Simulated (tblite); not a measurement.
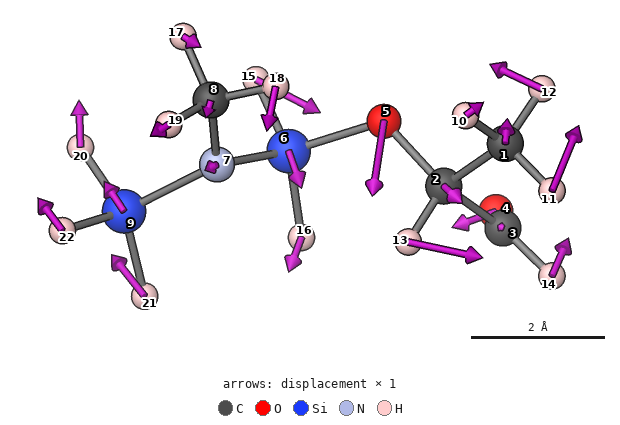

A relaxation of C$_{4}$H$_{13}$NO$_{2}$Si$_{2}$. The starting structure is drawn; purple arrows show the displacements, at their true length. The two geometries are superimposed by the best rigid fit.

The picture is a ball-and-stick view, seen from a free direction.

Computed with tblite, GFN2-xTB geometry optimisation, gas phase. 

What did the optimiser do to the structure, and how much energy did it gain?

Answer. Over 258 geometry steps the energy falls by 63.3 kJ/mol. The atom that moves furthest after the best rigid fit is O5 (1.43 Å). Largest moves by element: O 1.43 Å, H 1.27 Å, Si 0.68 Å, C 0.52 Å, N 0.26 Å. Some distances before and after: O4–Si6 3.451 → 2.599 Å, C2–C3 1.551 → 1.504 Å, Si6–H16 1.493 → 1.455 Å, C2–O5 1.407 → 1.376 Å. Bond angles that change, for instance: Si6–N7–Si9 104.9° → 120.0°, C2–O5–Si6 120.3° → 128.7°, N7–Si6–H16 109.8° → 104.9°. Groups turn about O5–Si6 by about 100°, C2–O5 by about 95°. Cost: 4.3 s on 1 thread of Arm Neoverse N1 (shared host).
